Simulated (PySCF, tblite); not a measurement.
**C5H3ClN radical: geometry, infrared bands and EPR parameters**

Aim: predict the infrared bands and EPR parameters of C5H3ClN radical (`C=C(C#N)/C=[C]\Cl`).

Programs: tblite 0.8.0 and PySCF 2.14.0, with density-fitted response routines of our own. Each step states its level of theory. These are calculated values for one molecule in the gas phase, unless marked as measured. Atoms count from 0, in the outputs and in this text.

**1. The starting structure**

10 atoms, charge 0, multiplicity 2; geometry from: force field or distance geometry start.

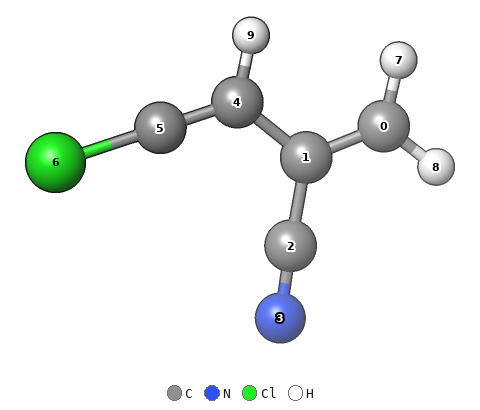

The starting geometry (carbon grey, nitrogen blue, chlorine green, hydrogen white), atoms numbered.

**2. Optimising the geometry with GFN2-xTB**

What the job is given:

```
{"job": {"kind": "relax", "xc": "GFN2-xTB", "basis": "xTB"}, "charge": 0, "multiplicity": 2}
C     -1.655900    -0.365100     0.048300
C     -0.428100     0.122700     0.228800
C     -0.234000     1.518000     0.471300
N     -0.118200     2.668000     0.643700
C      0.722200    -0.773000     0.219000
C      1.944500    -0.374700     0.384400
Cl     3.612100     0.160000     0.619900
H     -1.851500    -1.411100    -0.124200
H     -2.528200     0.289100     0.067800
H      0.545900    -1.829300     0.039700
```

Launch:

```
> OMP_NUM_THREADS=1 python probes_run.py task.json out
```

The driver reads the jobs from task.json and runs them one after another.

Log:

```text
step      E/eV     max force
  0    -530.72364    3.282
  1    -530.77363    8.544
  2    -530.98491    2.866
  3    -531.02952    1.894
  4    -531.05909    0.309
  5    -531.06310    0.225
  6    -531.06611    0.116
  7    -531.06678    0.110
  8    -531.06738    0.070
  9    -531.06792    0.078
 10    -531.06881    0.108
 11    -531.07056    0.174
 12    -531.07456    0.325
 13    -531.07871    0.579
 14    -531.09163    0.491
 15    -531.13208    0.913
 16    -531.17923    0.776
 17    -531.20998    0.513
 18    -531.22595    0.401
 19    -531.23853    0.347
 20    -531.25417    0.384
 21    -531.26847    0.386
 22    -531.28759    0.390
 23    -531.30046    0.321
 24    -531.30844    0.245
 25    -531.31417    0.253
 26    -531.31947    0.238
 27    -531.32397    0.281
 28    -531.32757    0.204
 29    -531.33129    0.167
 30    -531.33454    0.219
 31    -531.33923    0.315
 32    -531.34282    0.257
 33    -531.34577    0.162
 34    -531.34791    0.124
 35    -531.34945    0.139
 36    -531.35038    0.121
 37    -531.35081    0.053
 38    -531.35093    0.017
 39    -531.35095    0.012
 40    -531.35096    0.012
 41    -531.35098    0.010
 42    -531.35100    0.013
 43    -531.35102    0.013
 44    -531.35104    0.012
 45    -531.35105    0.010
 46    -531.35107    0.010
 47    -531.35108    0.008
```

It took 0.79 s on 1 thread of Intel Xeon at 2.50GHz, shared host; peak memory 0.18 GiB.

Along the way: (not every step is listed)

| step | energy from step 0 (eV) | largest force (eV/Å) |
| --- | --- | --- |
| 0 | 0.0000 | 3.2820 |
| 1 | -0.0500 | 8.5437 |
| 2 | -0.2613 | 2.8662 |
| 3 | -0.3059 | 1.8938 |
| 4 | -0.3354 | 0.3089 |
| 5 | -0.3395 | 0.2254 |
| 6 | -0.3425 | 0.1157 |
| 7 | -0.3431 | 0.1096 |
| 8 | -0.3437 | 0.0699 |
| 11 | -0.3469 | 0.1738 |
| 14 | -0.3680 | 0.4910 |
| 17 | -0.4863 | 0.5128 |
| 20 | -0.5305 | 0.3836 |
| 23 | -0.5768 | 0.3211 |
| 26 | -0.5958 | 0.2378 |
| 29 | -0.6076 | 0.1669 |
| 32 | -0.6192 | 0.2565 |
| 35 | -0.6258 | 0.1394 |
| 38 | -0.6273 | 0.0166 |
| 41 | -0.6273 | 0.0103 |
| 42 | -0.6274 | 0.0130 |
| 43 | -0.6274 | 0.0128 |
| 44 | -0.6274 | 0.0121 |
| 45 | -0.6274 | 0.0103 |
| 46 | -0.6274 | 0.0099 |
| 47 | -0.6274 | 0.0081 |

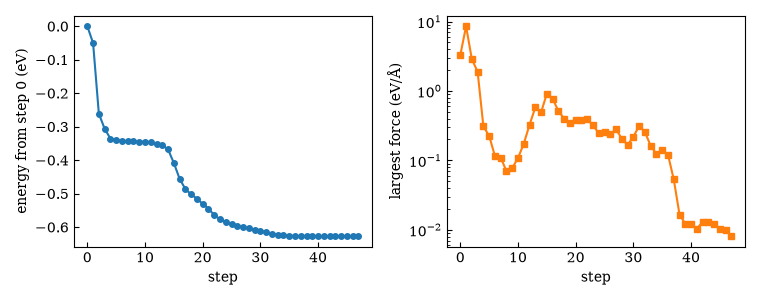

Energy and force, step by step.

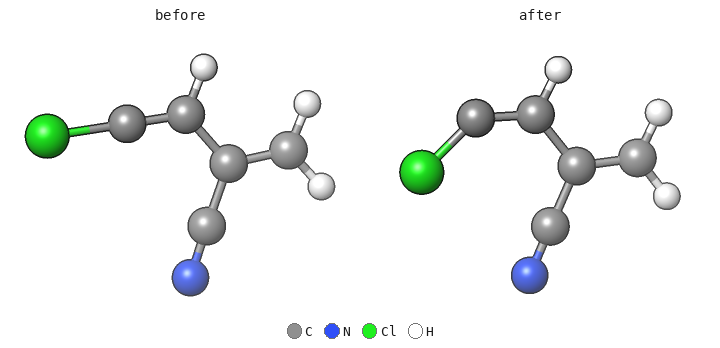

Before and after, at one scale.

Close pairs (by a distance rule), those that changed most:

| bond | before (Å) | after (Å) | change (Å) |
| --- | --- | --- | --- |
| C5–Cl6 | 1.767 | 1.644 | -0.123 |
| C2–N3 | 1.169 | 1.146 | -0.022 |
| C4–C5 | 1.296 | 1.311 | +0.015 |
| C1–C4 | 1.458 | 1.473 | +0.015 |
| C0–H8 | 1.091 | 1.077 | -0.014 |
| C1–C2 | 1.429 | 1.417 | -0.013 |
| C0–C1 | 1.333 | 1.338 | +0.004 |
| C4–H9 | 1.086 | 1.082 | -0.004 |

The end geometry stands in the next job.

**3. Vibrational analysis with GFN2-xTB**

What the job is given:

```
{"job": {"kind": "ir", "xc": "GFN2-xTB", "basis": "xTB"}, "charge": 0, "multiplicity": 2}
C     -1.630756    -0.324404     0.058460
C     -0.360382     0.056613     0.234535
C     -0.063572     1.422598     0.466049
N      0.160707     2.531260     0.651347
C      0.763804    -0.894034     0.198625
C      2.034688    -0.614865     0.358589
Cl     2.955034     0.717053     0.642649
H     -1.886005    -1.355130    -0.118502
H     -2.439206     0.386254     0.088365
H      0.474570    -1.920690     0.018589
```

Log:

```text
mode    cm-1     km/mol
  1      51.3      2.15
  2     102.3      3.94
  3     169.1      2.76
  4     242.4      5.86
  5     298.8      3.86
  6     332.2      0.22
  7     508.0     14.81
  8     566.1      5.20
  9     650.3      3.84
 10     681.4      0.20
 11     718.1     27.54
 12     801.1     14.61
 13     823.3     13.14
 14     878.5     27.56
 15     941.7      4.25
 16    1202.7      0.59
 17    1251.3     21.60
 18    1387.7      1.54
 19    1612.8     49.50
 20    1672.2    107.67
 21    2372.8     88.53
 22    3046.8      3.51
 23    3106.9      1.50
 24    3138.5     13.26
```

It took 0.8 s on 1 thread of Intel Xeon at 2.50GHz, shared host; peak memory 0.18 GiB.

The strongest bands and the atoms that carry them (share of the mass-weighted mode):

| cm⁻¹ | km/mol | atoms |
| --- | --- | --- |
| 508 | 14.8 | C2 49 %, C5 28 % |
| 718 | 27.5 | C4 29 %, Cl6 25 %, C5 24 % |
| 801 | 14.6 | H9 70 %, C4 22 % |
| 878 | 27.6 | H7 41 %, H8 35 %, C0 23 % |
| 1251 | 21.6 | C1 49 %, H9 30 % |
| 1613 | 49.5 | C1 46 %, C0 36 % |
| 1672 | 107.7 | C5 48 %, C4 39 % |
| 2373 | 88.5 | C2 60 %, N3 39 % |

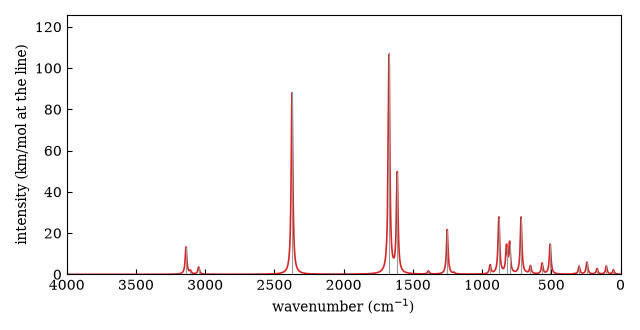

The infrared spectrum from these modes, unscaled. Lines are broadened to a width of 14 cm⁻¹ (Lorentzian).

**4. g tensor and hyperfine couplings: B3LYP/pcH-1**

Settings changed since step 3:

```diff
@@ -1,2 +1,2 @@
-{"job": {"kind": "ir", "xc": "GFN2-xTB", "basis": "xTB"}, "charge": 0, "multiplicity": 2}
+{"job": {"kind": "epr", "basis": "pcH-1"}, "charge": 0, "multiplicity": 2}
 C     -1.630756    -0.324404     0.058460
```

Level: UKS B3LYP, pcH-1 on C Cl H N, non-relativistic, mean-field spin-orbit, GIAO.

Log:

```text
UKS, coarse grid
  cycle   1  E = -707.10528766  |g| = 3.61e-01
  cycle   2  E = -706.94041831  |g| = 7.10e-01
  cycle   3  E = -707.15789805  |g| = 1.16e-01
  cycle   4  E = -707.16193045  |g| = 6.45e-02
  cycle   5  E = -707.16394989  |g| = 2.21e-02
  cycle   6  E = -707.16423242  |g| = 6.75e-03
  cycle   7  E = -707.16427041  |g| = 3.55e-03
  cycle   8  E = -707.16428942  |g| = 1.71e-03
  cycle   9  E = -707.16429896  |g| = 1.45e-03
  cycle  10  E = -707.16430224  |g| = 6.67e-04
UKS, final grid
  cycle   1  E = -707.16430163  |g| = 8.57e-04
  cycle   2  E = -707.16430127  |g| = 1.54e-03
  cycle   3  E = -707.16430248  |g| = 2.85e-04
  cycle   4  E = -707.16430261  |g| = 2.64e-04
  cycle   5  E = -707.16430286  |g| = 1.52e-04
  cycle   6  E = -707.16430290  |g| = 3.67e-05
  cycle   7  E = -707.16430290  |g| = 1.36e-05
E = -707.16430290 Eh   <S^2> = 0.7630 (exact 0.7500)
g shifts (ppm)      1          2          3
  rmc          -204       -204       -204
  gc              2         37        -59
  oz_so        -593       1503       6405
  total        -795       1336       6142
hyperfine (MHz)  atom isotope    a_iso     a_fc   dipolar eigenvalues
    0   13C      -2.55      -2.56     -9.89      3.54      6.35
    1   13C      65.17      65.19     -7.84     -1.03      8.87
    2   13C      -4.74      -4.74     -1.30     -0.05      1.35
    3   14N       0.54       0.55     -0.65      0.28      0.37
    4   13C      36.26      36.31    -19.95      1.25     18.69
    5   13C     462.98     462.68    -76.67    -50.52    127.19
    6  35Cl      27.63      27.52    -41.55    -29.06     70.61
    7    1H       4.31       4.31     -2.55     -1.35      3.90
    8    1H       9.73       9.74     -1.23     -1.07      2.30
    9    1H      70.83      70.85     -6.88     -6.04     12.93
```

It took 1.7 min on 1 thread of Intel Xeon at 2.50GHz, shared host; peak memory 0.82 GiB.

Principal g values 2.00152, 2.00366, 2.00846; g(iso) = 2.00455, against 2.00232 for a free electron.

Hyperfine couplings, nucleus by nucleus at this fixed geometry (no averaging over rotations):

| nuclei | isotope | a(iso) (MHz) | a(iso) (G, at g = 2.0023) | largest dipolar term (MHz) |
| --- | --- | --- | --- | --- |
| C5 | 13C | 463.0 | 165.2 | 127.2 |
| H9 | 1H | 70.8 | 25.3 | 12.9 |
| C1 | 13C | 65.2 | 23.3 | 8.9 |
| C4 | 13C | 36.3 | 12.9 | -19.9 |
| Cl6 | 35Cl | 27.6 | 9.9 | 70.6 |
| H8 | 1H | 9.7 | 3.5 | 2.3 |
| C2 | 13C | -4.7 | -1.7 | 1.3 |
| H7 | 1H | 4.3 | 1.5 | 3.9 |
| C0 | 13C | -2.6 | -0.9 | -9.9 |
| N3 | 14N | 0.5 | 0.2 | -0.7 |

Mulliken spin populations:

| atom | value (e) |
| --- | --- |
| C0 | -0.06 |
| C1 | 0.08 |
| C2 | -0.01 |
| N3 | 0.01 |
| C4 | -0.12 |
| C5 | 0.91 |
| Cl6 | 0.15 |
| H7 | 0.00 |
| H8 | 0.01 |
| H9 | 0.03 |

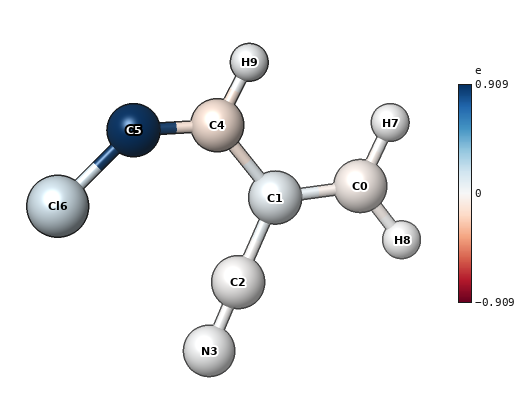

Mulliken spin populations, as colours on the atoms.

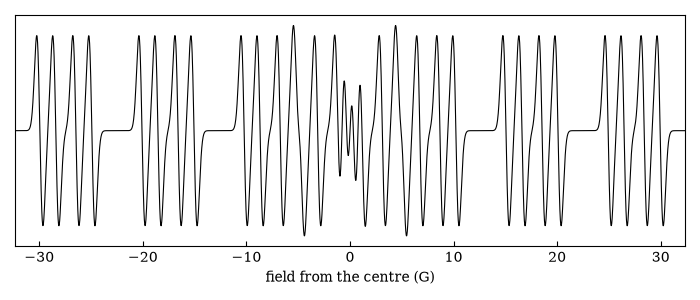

First-order isotropic spectrum (first derivative, main isotopes with spin only, couplings over 0.8 MHz, Gaussian width 0.3 G; couplings of the frozen geometry, rotation of groups not averaged beyond the rows shown).

The fields below are evaluated on a grid from the run's orbitals.

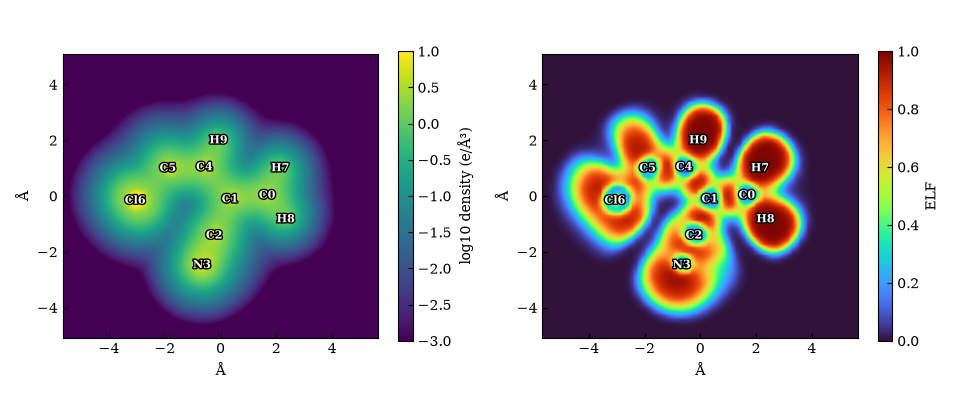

Density (left) and ELF (right) in a plane through or near 10 of the atoms.

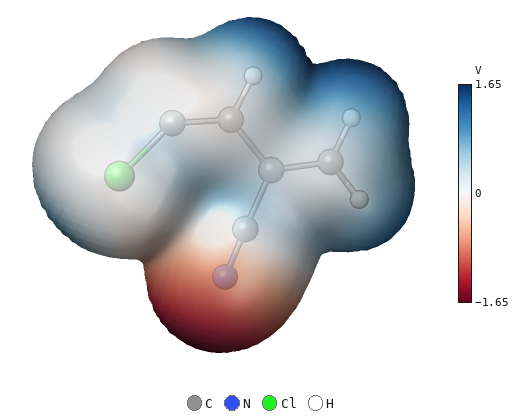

Electrostatic potential on the surface of density 0.002 e/bohr³; red is low, blue high. It runs from -1.65 V near N3 to 1.54 V near H9.

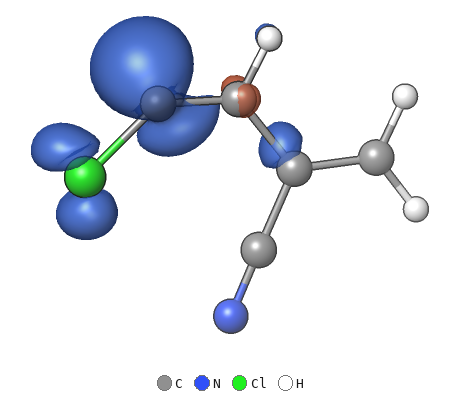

Spin density at ±0.05 e/Å³ (alpha excess blue, beta excess red).

**5. Results**

| quantity | value |
| --- | --- |
| strongest single infrared mode (GFN2-xTB) | 1672 cm⁻¹, 108 km/mol |
| zero-point energy (GFN2-xTB) | 38.0 kcal/mol |
| g(iso) (B3LYP) | 2.00455 |
| ⟨S²⟩ | 0.763 (exact 0.75) |
| largest a(iso) | 13C on C5, 463.0 MHz |
| surface potential, least and greatest | -1.65 V and 1.54 V |

What this shows: The optimisation took 47 steps and gained 0.627 eV; among the close pairs (by a distance rule), C5–Cl6 changed most, from 1.767 to 1.644 Å. No mode is imaginary among the 24: a minimum at this level. The strongest single mode, at 1672 cm⁻¹, moves mainly C5 and C4. GFN2-xTB is a fitted tight-binding method: band positions and strengths are rough. Its intensities can rank the bands wrongly. Most of the unpaired spin sits on C5 (0.91 e). The isotropic g lies 2.2 ppt above the free-electron value.
